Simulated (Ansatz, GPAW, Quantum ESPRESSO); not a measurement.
# Simulated XPS, UPS and emission spectra of Se, part 7 of 7

Aim: the valence spectrum of Se from He I to hard X-rays, and which orbitals make each feature.

Ansatz 0.2.0, Quantum ESPRESSO 7.5 and GPAW 26.7.0; DFT, PBE, plane-wave PAW, default files, scalar-relativistic (the session's first sound run).

So far. Step 5 (Quantum ESPRESSO: self-consistent run): At this level the gap is 1.02 eV on the k-mesh of the self-consistent run, which can miss the band edges. Step 8 (Quantum ESPRESSO: bands): On this path the gap is indirect, 1.02 eV, with the valence top at L and the conduction bottom at H. The least direct gap is 1.21 eV.

## Step 9: The same cell in GPAW

This step: DFT, PBE, PAW datasets of GPAW, plane waves, scalar-relativistic (GPAW 26.7.0).

GPAW, with its own PAW datasets and plane waves, is a further check on the main run's cell.

run.py

```python
import json
import numpy as np
from ase import Atoms
from ase.parallel import paropen
from gpaw import GPAW, PW, FermiDirac, Mixer, MixerDif, setup_paths

atoms = Atoms(['Se', 'Se', 'Se'],
              cell=[[4.3662, 0.0, 0.0], [-2.1831, 3.78124, 0.0], [0.0, 0.0, 4.9536]],
              scaled_positions=[[0.7746, 0.7746, 0.0], [0.0, 0.2254, 0.666667], [0.2254, 0.0, 0.333333]],
              pbc=(True, True, True))
params = dict(mode=PW(420),
              xc='PBE',
              kpts={'size': (6, 6, 6), 'gamma': True},
              occupations=FermiDirac(0.02),
              nbands=-10,
              maxiter=200,
              txt='gs.txt')
atoms.calc = calc = GPAW(**params)
atoms.get_potential_energy()
ef = calc.get_fermi_level()
nk, ns = len(calc.get_ibz_k_points()), calc.get_number_of_spins()
out = dict(free=atoms.get_potential_energy(force_consistent=True), ef=ef, nel=calc.get_number_of_electrons(), cell=atoms.cell[:], frac=atoms.get_scaled_positions(wrap=False),
           eig=[[calc.get_eigenvalues(k, s) for k in range(nk)] for s in range(ns)], forces=atoms.get_forces(apply_constraint=False))
dense = calc.fixed_density(kpts={'size': (12, 12, 8), 'gamma': True}, txt='dos.txt')
out['eig_dense'] = [[dense.get_eigenvalues(k, s) for k in range(len(dense.get_ibz_k_points()))] for s in range(ns)]
dos = dense.dos(shift_fermi_level=False)
e = ef + np.arange(-30, 12, 0.05)
out['e'], out['dos'] = e - ef, dos.raw_dos(e, width=0.1)
kpts = [[0.0, 0.0, 0.0], [0.05, 0.0, 0.0], [0.1, 0.0, 0.0], [0.15, 0.0, 0.0], ..., [0.333333, 0.333333, 0.0]]  # list cut here
bands = calc.fixed_density(kpts=kpts, symmetry='off', txt='bands.txt', convergence={'bands': -2})
out['band_e'] = [[bands.get_eigenvalues(k, s) for k in range(len(kpts))] for s in range(ns)]
with paropen('out.json', 'w') as f:
    json.dump(out, f, default=lambda a: a.tolist())
```

Launch:

```console
> OMP_NUM_THREADS=1 mpirun -n 2 gpaw python run.py > run.log
```

Numbers of over 12 decimals in the logs are rounded to 6 here.

The log of the run:

```text
__  _  _
 | _ |_)|_||  |
 |__||  | ||/\| - 26.7.0

units:  Angstrom and eV
cores:  2
OpenMP: True

Versions:

Paths:

Git-hashes:

OMP_NUM_THREADS: 1

Environment variables:
  GPAW_CPUPY:          False
  GPAW_DEBUG:          False
  GPAW_MPI_BACKEND:    cgpaw
  GPAW_MPI_OPTIONS:    None
  GPAW_NO_C_EXTENSION: False
  GPAW_NO_GPU_MPI:     False
  GPAW_TRACE:          False
  GPAW_USE_GPUS:       False

Input parameters:
  mode=PW(ecut=420.0),
  kpts=MonkhorstPack(size=(6, 6, 6), gamma=True),
  maxiter=200,
  nbands=-10,
  occupations=Occupations(name='fermi-dirac', width=0.02, fixmagmom=False),
  xc=XC(name='PBE')

Diagonalizing LCAO Hamiltonian
Converting LCAO to pw mode

       Se

           Se
              Se

Atoms  # Å, Bohr magnetons
|   | symbol |         x |        y |        z |    initial magnetic moments |
|---|--------|-----------|----------|----------|-----------------------------|
| 0 |     Se |  1.691029 | 2.928949 | 0.000000 | ( 0.0000,  0.0000,  0.0000) |
| 1 |     Se | -0.492071 | 0.852291 | 3.302402 | ( 0.0000,  0.0000,  0.0000) |
| 2 |     Se |  0.984141 | 0.000000 | 1.651198 | ( 0.0000,  0.0000,  0.0000) |

Unit cell  # Å
| periodic |         x |        y |        z |  lengths |     angles |
|----------|-----------|----------|----------|----------|------------|
|      yes |  4.366200 | 0.000000 | 0.000000 | 4.366200 |  90.000000 |
|      yes | -2.183100 | 3.781240 | 0.000000 | 4.366200 |  90.000000 |
|      yes |  0.000000 | 0.000000 | 4.953600 | 4.953600 | 120.000001 |

Number of symmetries: 1
Symmetry operations  # r_c * U_cc + t_c -> r_c
|   | kind |            matrix            |
|---|------|------------------------------|
| 0 |  E   |  1, 0, 0,  0, 1, 0,  0, 0, 1 |

BZ-sampling:
  Number of BZ points: 216
  Number of IBZ points: 112

  Monkhorst-Pack size: [6, 6, 6]
  Monkhorst-Pack shift: [0.083333, 0.083333, 0.083333]

K-points  # in reciprocal-cell coordinates
|     |                                coordinates |     weight |
|-----|--------------------------------------------|------------|
|   0 | (  0.00000000,   0.00000000,   0.00000000) | 0.00462963 |
|   1 | (  0.00000000,   0.00000000,   0.16666667) | 0.00925926 |
|   2 | (  0.00000000,   0.00000000,   0.33333333) | 0.00925926 |
|   3 | (  0.00000000,   0.00000000,   0.50000000) | 0.00462963 |
|   4 | (  0.00000000,   0.16666667,  -0.33333333) | 0.00925926 |
|   5 | (  0.00000000,   0.16666667,  -0.16666667) | 0.00925926 |
|   6 | (  0.00000000,   0.16666667,   0.00000000) | 0.00925926 |
|   7 | (  0.00000000,   0.16666667,   0.16666667) | 0.00925926 |
|   8 | (  0.00000000,   0.16666667,   0.33333333) | 0.00925926 |
|   9 | (  0.00000000,   0.16666667,   0.50000000) | 0.00925926 |
| ... |                                            |            |
| 111 | (  0.50000000,   0.50000000,   0.50000000) | 0.00462963 |

Plane wave coefficients: 1636
Cutoff: 420.0 eV

Spin-components: 1 (collinear spins)
Bands:           19
Projectors:      15
Spin-degeneracy: 2
Datatype:        complex128

  Storage: CPU
  Wave functions: 53_897_984 bytes (26_948_992 per core)
  Projectors: 48_224_512 bytes (24_112_256 per core)

Parallelization:
  kpt:    2
  domain: 1
  band:   1

Density:
  Valence electrons: 18.0
  Components: 1
  Grid points: [21 21 24]
  Charge: 0.0  # |e|

Potential:
  Grid points: [21 21 24]

species:
  Se:
    name:    Selenium
    Z:       34.0
    valence: 6
    core:    28
    charge:  0.0  # [|e|]
    file:    Se.PBE.gz
    compensation charges:
      type: gauss
      rc: 0.27  # [Å]
      lmax: 2
    cutoffs:
      filter: 1.77  # [Å]
      core: 2.67  # [Å]
    projectors
    | kind |    occ | energy [eV] | rcut [Å] |
    |------|--------|-------------|----------|
    |   4s |  2.000 |     -17.277 |    0.847 |
    |   4p |  4.000 |      -6.512 |    1.005 |
    |    s |        |       9.935 |    0.847 |
    |    p |        |      20.699 |    1.005 |
    |    d |        |       0.000 |    0.847 |

    Using partial waves for Se as LCAO basis

Reference energy: -198310.596392  # eV

eigensolver:
  PPCG
  Converge bands: occupied
  niter=2

density mixing:
  MSR1-Mixer
  Pratt-step length: 0.05
  Maximum mixing coefficient: 0.75
  Old densities: 10
  SVD Regularization: 0.005
  Good broyden scale: 1.0
  Trust region scale: 1.0
  Backstep threshold: 4.0
  History deletion threshold: 6.0
  Fourier metric: weight=20.0, sigma=0.015

occupation numbers:
  Fermi-Dirac:
    width: 0.0200  # eV

poisson solver:
  ecut: 3360.0  # eV

xc functional:
  name: PBE with 2 nearest neighbor stencil

Initialization done in: 1.150 s

convergence criteria:
- Maximum [total energy] change in last 3 cyles: 0.0005 eV / valence electron
- Maximum integral of absolute [dens]ity change: 0.0001 electrons / valence electron
- Maximum integral of absolute [eigenst]ate change: 4e-08 eV^2 / valence electron
maximum number of iterations: 200

SCF iterations
|iter     |     time |      energy | eigst |  dens |
|---------|----------|-------------|-------|-------|
|iter:   1|       0s |  -10.472920 | -0.34 |       |
|iter:   2|       3s |  -10.471632 | -2.28 | -1.12 |
|iter:   3|       6s |  -10.406999 | -2.77 | -1.14 |
|iter:   4|       9s |  -10.404005 | -3.55 | -1.69 |
|iter:   5|      12s |  -10.404159c| -4.75 | -2.58 |
|iter:   6|      15s |  -10.404206c| -5.84 | -2.99 |
|iter:   7|      18s |  -10.404208c| -6.90 | -3.71 |
|iter:   8|      21s |  -10.404208c| -7.85c| -4.09c|

Converged in 8 steps
SCF loop duration: 24.564 s (3.071 s/step)
Energy contributions relative to reference atoms: (reference = -198310.596392)

Energy contributions:
  Kinetic:          19.763216
  Coulomb:         -19.088440
  Zero:             -0.179081
  External:          0.000000
  Xc:              -10.899903
  Entropy:          -0.000000
  Spinorbit:         0.000000
  ----------------------------
  Free energy:     -10.404208
  Extrapolated:    -10.404208

dipole moment: (-8.038467, -13.923026, -18.239819)  # |e|*Ang

Fermi level: 5.088
Eigenvalues  # (at kpt = [0.000, 0.000, 0.000])
| band index |      eig [eV] | occ [0-2] |
|------------|---------------|-----------|
|          0 |       -11.370 |     2.000 |
|          1 |        -7.246 |     2.000 |
|          2 |        -7.246 |     2.000 |
|          3 |         0.637 |     2.000 |
|          4 |         0.637 |     2.000 |
|          5 |         0.716 |     2.000 |
|          6 |         2.427 |     2.000 |
|          7 |         2.427 |     2.000 |
|          8 |         4.066 |     2.000 |
|          9 |         6.360 |     0.000 |
|         10 |         6.360 |     0.000 |
|         11 |         6.642 |     0.000 |
|         12 |        10.663 |     0.000 |
|         13 |        10.983 |     0.000 |
|         14 |        10.983 |     0.000 |
|         15 |        12.895 |     0.000 |
|         16 |        13.192 |     0.000 |
|        ... |               |           |
|         18 |        13.247 |     0.000 |

Gap: 1.011 eV
Transition (v -> c):
  (s=0, k=111, n=8, [0.50, 0.50, 0.50]) -> (s=0, k=85, n=9, [0.33, 0.33, 0.50])
Direct/indirect transitions are different
Direct gap: 1.240 eV
Transition at: (s=0, k=85, n=8, [0.33, 0.33, 0.50])

Forces  # eV/Ang
|        x |        y |        z |
|----------|----------|----------|
| -0.20904 | -0.36206 | -0.00015 |  # Se   0
| -0.20904 |  0.36203 |  0.00001 |  # Se   1
|  0.41805 | -0.00001 |  0.00014 |  # Se   2

Force computation time: 0.166  # s

timing:  # [seconds]
  Total:  144.334  # ━━━━━━━━━━━━━━━━━━━━━━━━━━━━━━━━━━━━━━━━━━━━━━━━━━━━━━━━
  Init:     0.828  # ╸
  SCF:     24.564  # ━━━━━━━━━╸
  Forces:   0.166  #

Max RSS: 532.562  # MiB
```

Elapsed: 2.5 min, on 2 MPI ranks of Arm Neoverse V1, shared host; 4.9 min of CPU time.

This step gave:

| Property | Result |
| --- | --- |
| free energy | -10.40 eV |
| Fermi energy | 5.088 eV |
| gap on the path | 1.011 eV |
| least direct gap on the path | 1.200 eV |
| gap from the DOS mesh | 1.011 eV |

The electronic bands at the labelled points (eV, zero at the valence-band maximum; v1 is the highest filled band, c1 the lowest empty one):

| point | v4 | v3 | v2 | v1 | c1 | c2 | c3 | c4 |
| --- | --- | --- | --- | --- | --- | --- | --- | --- |
| Γ | -3.77 | -2.06 | -2.06 | -0.42 | 1.87 | 1.87 | 2.15 | 6.17 |
| M | -3.46 | -2.91 | -1.80 | -1.02 | 1.92 | 2.31 | 4.09 | 5.27 |
| K | -2.84 | -2.84 | -2.71 | -1.65 | 3.05 | 3.05 | 3.71 | 5.88 |
| Γ | -3.77 | -2.06 | -2.06 | -0.42 | 1.87 | 1.87 | 2.15 | 6.17 |
| A | -3.40 | -1.56 | -1.56 | -1.14 | 1.20 | 1.20 | 1.26 | 6.27 |
| L | -4.26 | -1.94 | -1.39 | 0.00 | 1.63 | 2.70 | 2.94 | 6.26 |
| H | -4.97 | -1.01 | -0.23 | -0.23 | 1.01 | 2.70 | 2.70 | 6.65 |
| A | -3.40 | -1.56 | -1.56 | -1.14 | 1.20 | 1.20 | 1.26 | 6.27 |
| jump to L | -4.26 | -1.94 | -1.39 | 0.00 | 1.63 | 2.70 | 2.94 | 6.26 |
| M | -3.46 | -2.91 | -1.80 | -1.02 | 1.92 | 2.31 | 4.09 | 5.27 |
| jump to H | -4.97 | -1.01 | -0.23 | -0.23 | 1.01 | 2.70 | 2.70 | 6.65 |
| K | -2.84 | -2.84 | -2.71 | -1.65 | 3.05 | 3.05 | 3.71 | 5.88 |

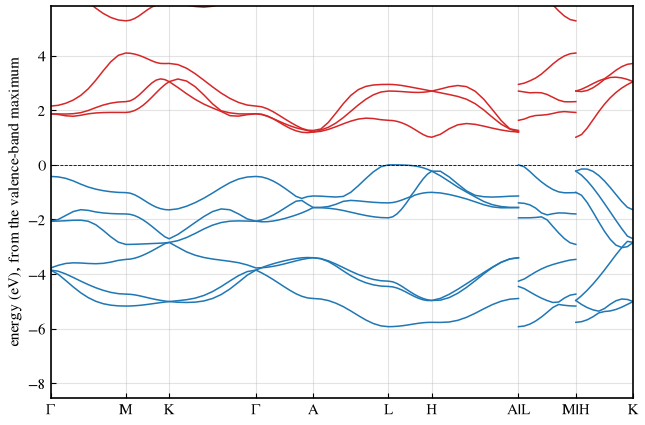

Electronic bands along the path; lines of filled and empty bands in two colours.

The DOS has structure finer than the step of the table below, so its rows give means over 1 eV, whole bins alone (the curve runs from -17 to 8 eV). Peaks (eV: height): -4.9: 4.21, -3.5: 3.64, -1.8: 4.23, -0.9: 2.77, 1.9: 4.26, 2.6: 3.58, 6.3: 4.16.

DOS against E, zero at the valence-band maximum; means over each step:

| E (eV) | DOS (states/eV/cell) |
| --- | --- |
| -16 | 0.316 |
| -15 | 1.59 |
| -14 | 0.842 |
| -13 | 0.917 |
| -12 | 0.610 |
| -11 | 1.19 |
| -10 | 0.523 |
| -9 | 0.00425 |
| -8 | 0 |
| -7 | 0 |
| -6 | 0.455 |
| -5 | 2.93 |
| -4 | 1.89 |
| -3 | 1.13 |
| -2 | 2.67 |
| -1 | 2.45 |
| 0 | 0.469 |
| 1 | 0.390 |
| 2 | 3.08 |
| 3 | 2.18 |
| 4 | 0.353 |
| 5 | 0.0645 |
| 6 | 1.98 |
| 7 | 1.59 |

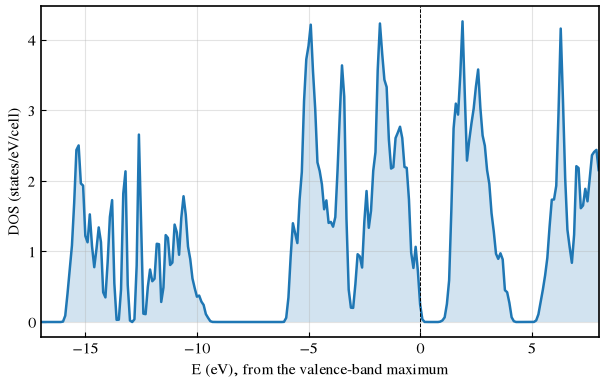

DOS, plotted against E.

## Step 10: The programs side by side

Each program ran the same cell and functional with its own potentials and basis. Levels are from each run's zero of energy.

| quantity | Ansatz | QE | GPAW |
| --- | --- | --- | --- |
| gap on the path (eV) | 1.02 | 1.02 | 1.01 |

## Step 11: Another try

In this try the input is made faulty on purpose, to show what that does.

This step: DFT, gga, plane-wave PAW, default files, scalar-relativistic; changed: hamiltonian.xc = "gga", scf.max_iter = 60 (Ansatz 0.2.0).

input.yaml

```yaml
crystal:
  lattice:
    - [4.3662, 0.0, 0.0]
    - [-2.1831, 3.781240118, 0.0]
    - [0.0, 0.0, 4.9536]
  atoms:
    - { symbol: Se, position: [0.7746, 0.7746, 0.0] }
    - { symbol: Se, position: [0.0, 0.2254, 0.6666666667] }
    - { symbol: Se, position: [0.2254, 0.0, 0.3333333333] }
kpoints:
  mp_grid: { grid: [6, 6, 6] }
scf:
  occupations: { method: fermi_dirac, width: 0.02 }
  n_extra_bands: 10
  max_iter: 60
hamiltonian:
  xc: gga
  pseudopotentials: { kind: paw }
output:
  forces: true
  stress: true
  dos:
    projected: true
    de: 0.05
    e_range: [-30, 12]
    nscf_kmesh: { grid: [12, 12, 10] }
```

Launch:

```console
> ansatz run input.yaml --threads 2 --pin off --max-ram 6144MiB --backend cpu --events-out ev --progress --plain --runs-dir out
```

The log of the run:

```text
Error: YAML parse error: error: line 17 column 7: hamiltonian.xc: unknown variant `gga`, expected one of `lda`, `lda-pw`, `pw92`, `pbe`, `pbesol`, `rpbe`, `revpbe`, `blyp`, `pbe0`, `revpbe0`, `b3lyp`, `b3lyp5`, `hse06`, `wpbeh`, `hiss`, `lc_wpbe`, `cam_b3lyp`, `hf`, `r2scan`, `r2scanh`, `r2scan0`, `r2scan50`, `mr2scan`
  --> <input>:17:7
   |
15 |   max_iter: 60
16 | hamiltonian:
17 |   xc: gga
   |       ^ hamiltonian.xc: unknown variant `gga`, expected one of `lda`, `lda-pw`, `pw92`, `pbe`, `pbesol`, `rpbe`, `revpbe`, `blyp`, `pbe0`, `revpbe0`, `b3lyp`, `b3lyp5`, `hse06`, `wpbeh`, `hiss`, `lc_wpbe`, `cam_b3lyp`, `hf`, `r2scan`, `r2scanh`, `r2scan0`, `r2scan50`, `mr2scan`
18 |   pseudopotentials: { kind: paw }
19 | output:
   |
```

It took 0.02 s on 2 threads; peak memory 0.024 GiB.

The program refused the input before any cycle.

The program's message: “Error: YAML parse error: error: line 17 column 7: hamiltonian.xc: unknown variant `gga`, expected one of `lda`, `lda-pw`, `pw92`, `pbe`, `pbesol`, `rpbe`, `revpbe`, `blyp`, `pbe0`, `revpbe0`, `b3lyp`, …”

The change that led to it: hamiltonian.xc = "gga".

## Step 12: Outcome

```yaml
least_gap_on_the_mesh_and_the_path: 1.02 eV
strongest_listed_peak_within_13_ev_of_the_zero_at_1486p7_ev: 1.7 eV binding, mostly Se 4p
strongest_listed_peak_within_13_ev_of_the_zero_at_21p2_ev: 1.7 eV binding, mostly Se 4p
pbe_30_s_on_2_threads: gap 1.02 eV, highest Al Kα peak within 13 eV at 1.7 eV (Se 4p)
spin_orbit_3p3_min_on_2_threads: gap 1.01 eV, highest Al Kα peak within 13 eV at 1.7 eV (Se 4p)
lda_30_s_on_2_threads: gap 0.92 eV, highest Al Kα peak within 13 eV at 4.9 eV (Se 4p)
qe: gap 1.02 eV, highest Al Kα peak within 13 eV at 4.9 eV (Se 4p)
```

**Reading.** Se is an insulator or semiconductor at the base level (gap 1.02 eV), and its valence spectrum changes with photon energy as the shells' cross sections do. At 21.2 eV the valence spectrum has its highest listed peaks within 9.75 eV at 0.8 eV (Se 4p), 1.7 eV (Se 4p), 3.5 eV (Se 4p) and 4.9 eV (Se 4p). At 1486.7 eV the valence spectrum has its highest listed peaks within 13 eV at 0.8 eV (Se 4p), 1.7 eV (Se 4p), 3.5 eV (Se 4p), 4.9 eV (Se 4p) and 10.7 eV (Se 4s). The shell named is the one with most of the intensity, cross sections included, not always the one with most states there. In the main run, from 1486.7 eV towards hard X-rays the Se 4s share grows by 28 points, as its cross section falls more slowly with photon energy than those of the shells it gains on. With spin-orbit coupling on, the gap on the path stays within 0.02 eV. With LDA, the gap on the path moves from 1.02 to 0.92 eV. The plane-wave programs agree on the gap on the path to 0.01 eV. At 21.2 eV the area is led by Se 4p (100 %), at 9251.7 eV by Se 4s (70 %), a shell that the model's window at 21.2 eV leaves out. Kohn–Sham levels aren't quasiparticle energies, so peak positions are approximate. Each run has its own recipe for the spectra (widths, photon energies, in some runs the light), so peak heights and places can differ between runs for that reason too. Semilocal Kohn–Sham gaps are too small as a rule.

[Logs are printed without paths, hosts, clocks, repeated set-up lines and the standing remarks that a program may print on its own settings, such as how far it seeks lower states.]

[Hosts, paths, dates, database ids (printed as entryN), source tags and the programs' standing remarks are cut or masked in the printed files.]

[Maps of the electrostatic potential energy from Ansatz leave out the sawtooth potential of an applied field or a dipole correction, so their vacuum need not be flat; work functions include it.]

[Peak lists hold at most the 14 tallest peaks of each spectrum; further lines can be left out.]
